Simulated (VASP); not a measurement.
Band structure of MgCdTe2 (space group R3m). Calculation: LDA (Ceperley-Alder, Perdew-Zunger), VASP's LDA PAW potentials (set 64) (plane waves; VASP).

Unless said otherwise, spin-orbit coupling is left out, though it shifts the bands of the heavy elements here.

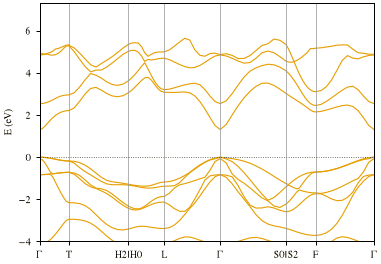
*Bands along high-symmetry lines, zero at the valence-band maximum or, without a gap, the Fermi level*

**Question.** Read the plot: is there a gap, and where are the band edges?

**Answer.** The gap is direct, 1.31 eV, from the valence maximum at Γ to the conduction minimum at Γ. (Edges off the drawn lines would not show.)

The structure comes from a computed database's MgCdTe2 entry (R3m); how it stands against other phases isn't given here. It was relaxed first, which changed the volume by -6 %.
